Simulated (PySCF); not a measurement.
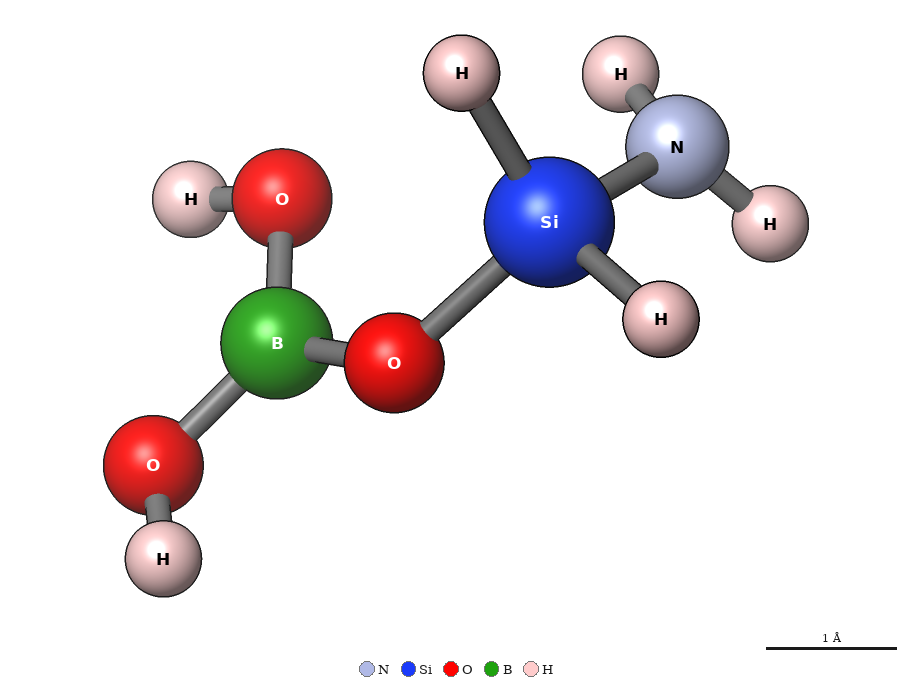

The picture shows a molecular structure as a ball-and-stick model.

Which formula does it have?

Answer. BH6NO3Si, 12 atoms: 1 boron, 6 hydrogen, 1 nitrogen, 3 oxygen and 1 silicon.

Count the bonded pairs by element.

Answer. 3 B–O, 2 N–H, 2 Si–H, 2 O–H, 1 N–Si, 1 O–Si.

Which point group does it belong to?

Answer. C1.

More results for the same structure follow; atom numbers are the same in all pictures, views and colours differ. Computed geometry: PBE0-D3(BJ)/def2-SVP optimisation. No frequency run is at hand to confirm it as a minimum.

### Shape

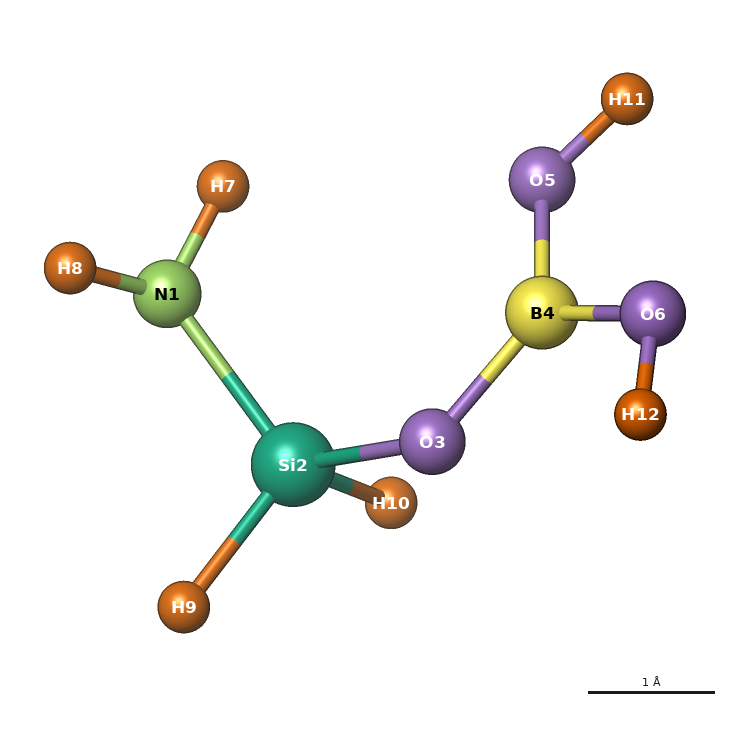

Numbered structure. No frequency run is at hand to confirm it as a minimum.

Describe the coordination of atom 3.

Answer. O3 has 2 neighbours (Si2 at 1.69, B4 at 1.36 Å); the arrangement is bent.

What is the geometry at O6?

Answer. O6 has 2 neighbours (B4 at 1.36, H12 at 0.96 Å); the arrangement is bent.

Describe the coordination of atom 2.

Answer. Si2 has 4 neighbours (N1 at 1.72, O3 at 1.69, H9 at 1.49, H10 at 1.49 Å); the arrangement is tetrahedral.

What is the geometry at O5?

Answer. O5 has 2 neighbours (B4 at 1.37, H11 at 0.96 Å); the arrangement is bent.

What is the dihedral angle Si2–O3–B4–O5?

Answer. 3° in size, that is syn (eclipsed).

### Charges

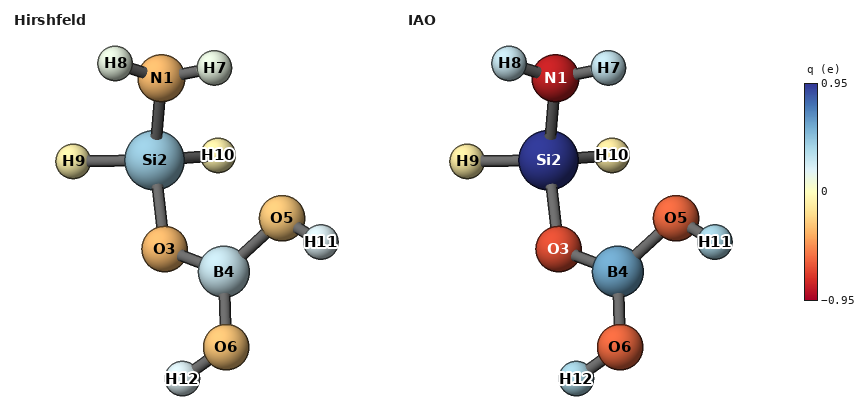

Atomic charges of one calculation by 2 schemes, on one colour scale. No frequency run is at hand to confirm it as a minimum. Method: PBE0/6-31G (PySCF 2.14.0).

Which scheme gives the most polar picture (largest mean size of the charges)?

Answer. The IAO charges are the largest in size here.

On which atom do the schemes disagree most?

Answer. On N1 (from −0.81 to −0.31 e); Si2 (from 0.43 to 0.93 e).

List the charges (e), one line for each set of equivalent atoms.

```csv
atom,Hirshfeld,IAO
N1,−0.31,−0.81
Si2,0.43,0.93
O3,−0.31,−0.65
B4,0.26,0.57
O5,−0.26,−0.57
O6,−0.28,−0.57
H7,0.12,0.28
H8,0.12,0.27
H9,−0.07,−0.10
H10,−0.07,−0.11
H11,0.19,0.37
H12,0.19,0.37
```

### Dipole moment

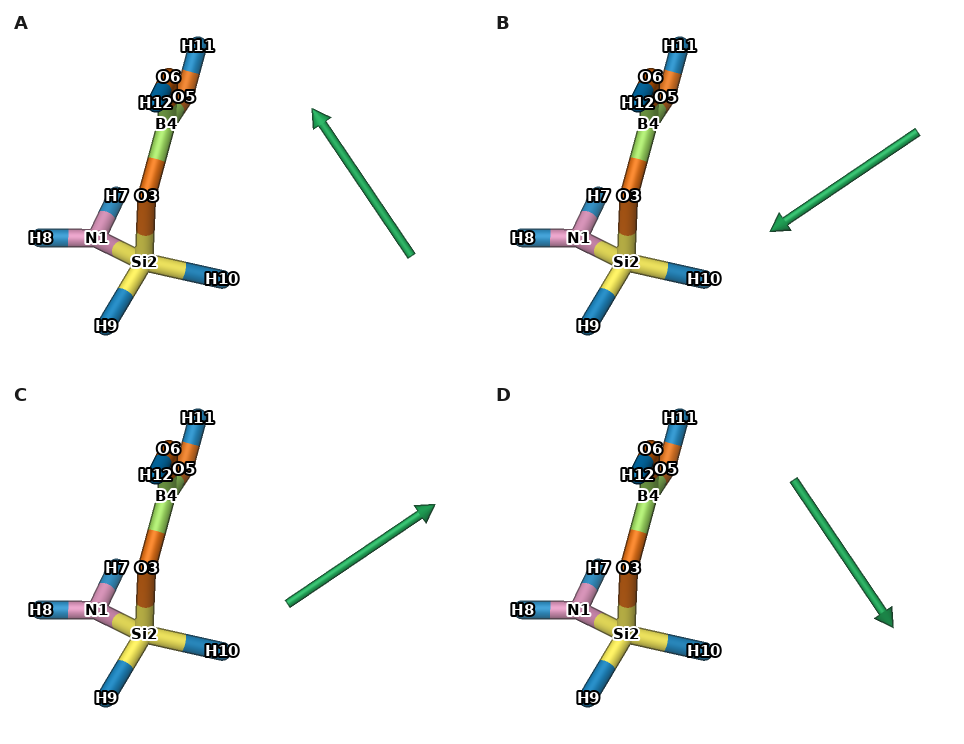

The same molecule four times, each with an arrow. No frequency run is at hand to confirm it as a minimum. Level of theory: PBE/pcSseg-1, gas phase (PySCF 2.14.0).

Which arrow points along the dipole moment, from the negative to the positive end?

Answer. A. The dipole moment is 1.42 D; it points from the side of H10 to the side of H11 (the outermost atoms at the two ends).

### Quadrupole coupling

No frequency run is at hand to confirm it as a minimum. Electric field gradients from the ground-state density, PBE0/STO-3G (PySCF 2.14.0), non-relativistic apart from any core potentials.

Give the largest field-gradient component, the quadrupole coupling constant and the asymmetry for 14N at N1 (Q = 20.44 mb), 17O at O3 (Q = −25.6 mb), 11B at B4 (Q = 40.59 mb), 17O at O5 (Q = −25.6 mb), 17O at O6 (Q = −25.6 mb).

```tsv
atom	V_zz (a.u.)	e²qQ/h (MHz)	η
N1	−1.692	−8.13	0.18
O3	1.633	−9.82	0.20
B4	−0.032	−0.302	0.31
O5	1.947	−11.71	0.53
O6	1.938	−11.65	0.53
```
